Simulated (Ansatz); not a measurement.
The reference is BAs in the zinc blende structure (space group F-43m, No. 216; a = 4.809 Å).

It is then changed as follows: every lattice vector is stretched by 2.00 %, atoms relaxed at fixed cell.

Computed with plane-wave PAW DFT at the PBE level (Ansatz, an electronic-structure program, 420 eV), spin-orbit coupling left out.

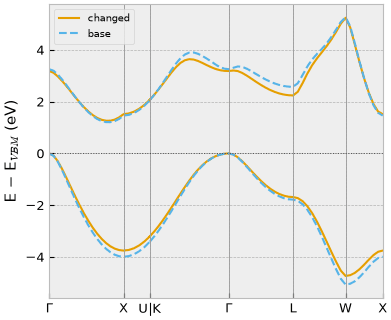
Figure: Highest valence and lowest conduction band along the path, each from its own valence-band maximum

The gap is 1.26 eV, indirect, Γ → Γ–X (76 % along); the base has 1.21 eV.

The cells carry an imposed strain or load. Gaps are Kohn–Sham eigenvalue differences; semilocal functionals usually give less than the measured gap. Whether these cells are dynamically stable was not tested.
